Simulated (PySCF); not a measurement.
Vertical excitations of a molecule C5H9N from PySCF with TDDFT-PBE0/def2-SVPD, as energy in eV (oscillator strength): 5.95 (0.001), 6.57 (0.001), 6.67 (0.014), 6.80 (0.002), 6.88 (0.011), 6.89 (0.007), 6.97 (0.004), 7.09 (0.036), 7.42 (0.021), 7.46 (0.036). Lowest triplet (TDA): 5.28 eV. Geometry optimised at B3LYP-D3(BJ)/def2-SVP. One conformer was computed; it need not be the lowest.

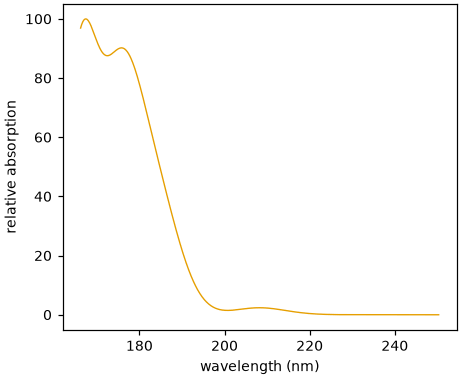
*The lines broadened by 0.4 eV.*

### Question
Which structure fits?
A) C=C=CCCN
B) C/N=C\C1CC1
C) C#CCCNC
D) C/C=N/C1CC1

### Answer
C, C#CCCNC
